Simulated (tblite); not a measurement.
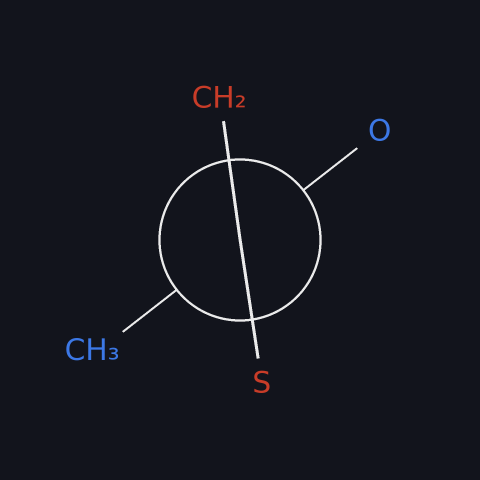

A Newman projection along the C–C bond, carbon in front; angles are drawn as computed, but eclipsed bonds slightly apart. State: charge −1, singlet. Geometry: a distorted geometry made from a computed force field or distance geometry start structure, not a minimum.

> Which molecule is it?

C4H5OS (charge −1), C=C([S-])C(C)=O

> What is the torsion angle from the front S to the back O? The sign is positive where the front bond must turn clockwise to cover the back bond.

−119°, anticlinal.
